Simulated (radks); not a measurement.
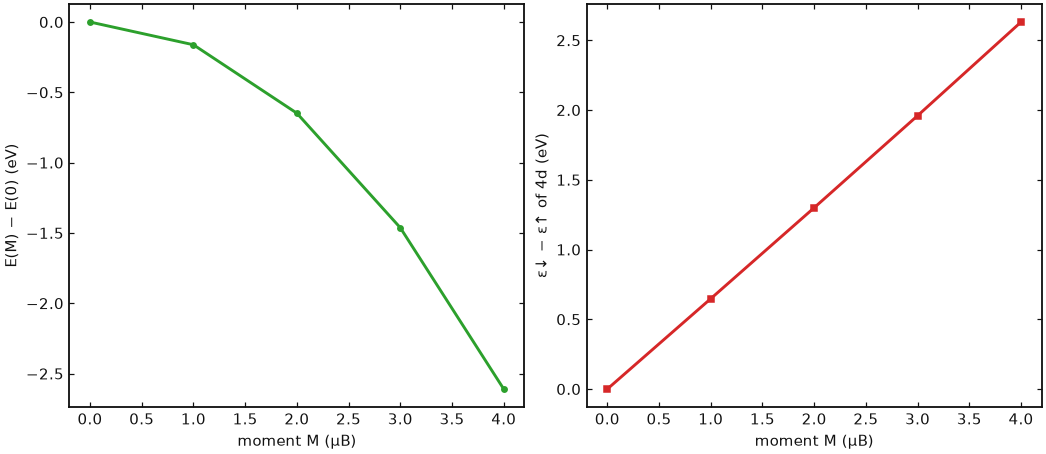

For Ru²⁺ in [Kr] 4d6, the spin moment of the 4d shell is fixed at a series of values. Theory: non-relativistic Kohn-Sham, LDA (Slater exchange, Perdew-Wang correlation), spin-polarised, spherical densities, point nucleus (computed with the in-house radial solver radks). The plot shows the energy and the exchange splitting.

> Describe both curves.

The energy falls with the moment, to −2.61 eV at M = 4 μB, the largest moment run, in line with Hund's first rule (at fractional spins the functional's fractional-spin error adds to the fall). A fit E = −I M²/4 gives an exchange integral I of about 0.65 eV, and the exchange splitting grows nearly in proportion to M, to 2.63 eV (0.66 eV per μB).
